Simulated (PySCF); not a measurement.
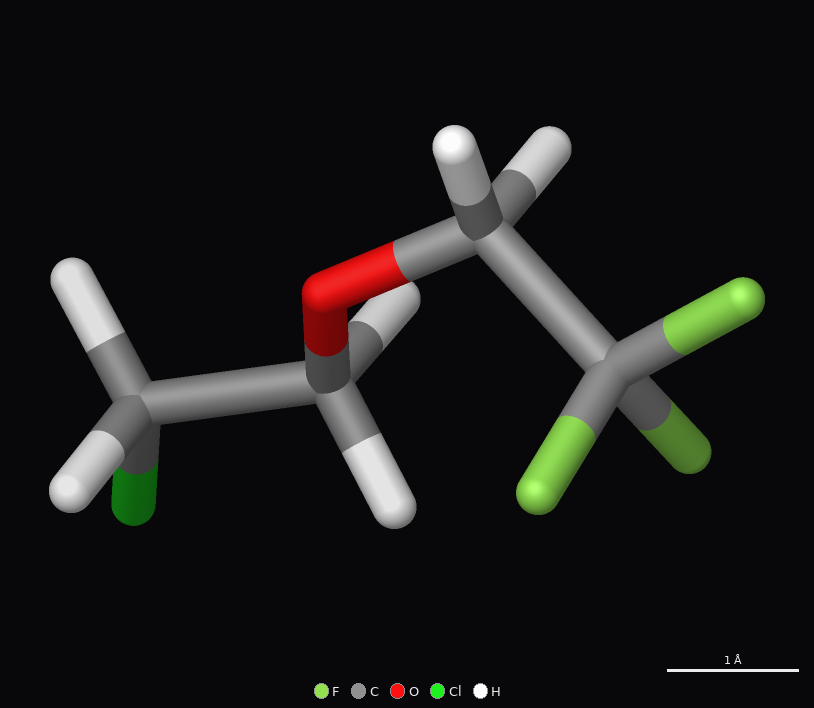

Computed geometry: GFN2-xTB optimisation. No frequency run is at hand to confirm it as a minimum.

Question: Count the atoms of each element.

Answer: C4H6ClF3O, 15 atoms: 4 carbon, 6 hydrogen, 1 chlorine, 3 fluorine and 1 oxygen.

Question: Give the symmetry (Schoenflies symbol).

Answer: C1.

The parts below concern this one geometry. Atoms keep their numbers from picture to picture.

Shape

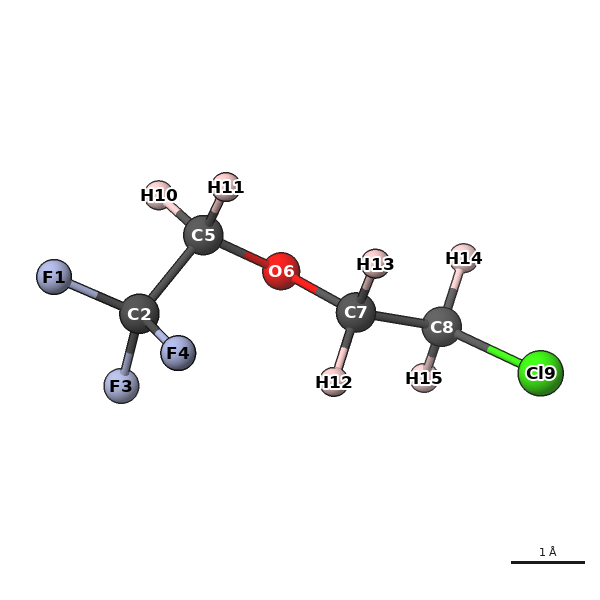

Atoms carry their numbers in the input. No frequency run is at hand to confirm it as a minimum.

Estimate the angles F1–C2–F4, F1–C2–C5, C2–C5–O6, F3–C2–F4, O6–C5–H11, O6–C7–C8, O6–C7–H12, C7–C8–Cl9, C7–C8–H14, C7–C8–H15, C8–C7–H13, Cl9–C8–H15.

```
     angle  degrees
  F1–C2–F4    106.3
  F1–C2–C5    110.5
  C2–C5–O6    113.6
  F3–C2–F4    106.9
 O6–C5–H11    112.4
  O6–C7–C8    106.7
 O6–C7–H12    111.2
 C7–C8–Cl9    109.6
 C7–C8–H14    110.5
 C7–C8–H15    110.6
 C8–C7–H13    110.2
Cl9–C8–H15    108.1
```

Electronic properties

No frequency run is at hand to confirm it as a minimum. Properties computed with PBE0/def2-SVPD, gas phase (PySCF 2.14.0). Excitations: vertical, linear response.

Question: What is the lowest vertical singlet excitation?

Answer: 7.38 eV.

Question: Estimate the HOMO energy (Kohn–Sham orbital).

Answer: −8.54 eV.

Question: What is the dipole moment?

Answer: 2.06 D.

Question: Estimate the HOMO–LUMO gap.

Answer: 8.74 eV.

Polarisability

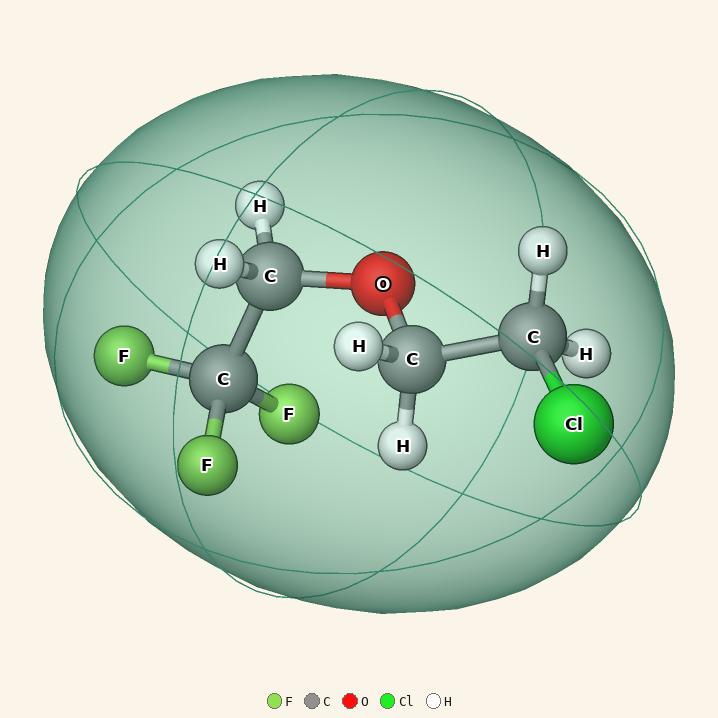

The ellipsoid shows the static dipole polarisability: its half-axes are proportional to the principal values. No frequency run is at hand to confirm it as a minimum. Computed with PBE0/def2-SVPD (PySCF 2.14.0).

Question: How large and how anisotropic is the polarisability?

Answer: Principal values 61.2, 64.3, 87.8 bohr³; mean 71.1 bohr³ (10.53 Å³); anisotropy 25.2 bohr³, so the longest axis is 1.43 times the shortest.

Quadrupole coupling

No frequency run is at hand to confirm it as a minimum. Electric field gradients from the ground-state density, PBE0/pcSseg-1 (PySCF 2.14.0), non-relativistic apart from any core potentials.

Give the largest field-gradient component, the quadrupole coupling constant and the asymmetry for 17O at O6 (Q = −25.6 mb), 35Cl at Cl9 (Q = −81.7 mb), 2H at H10 (Q = 2.86 mb), 2H at H11 (Q = 2.86 mb).

```tsv
atom	V_zz (a.u.)	e²qQ/h (MHz)	η
O6	2.043	−12.29	0.97
Cl9	4.009	−77.0	0.03
H10	0.288	0.194	0.05
H11	0.275	0.185	0.07
```
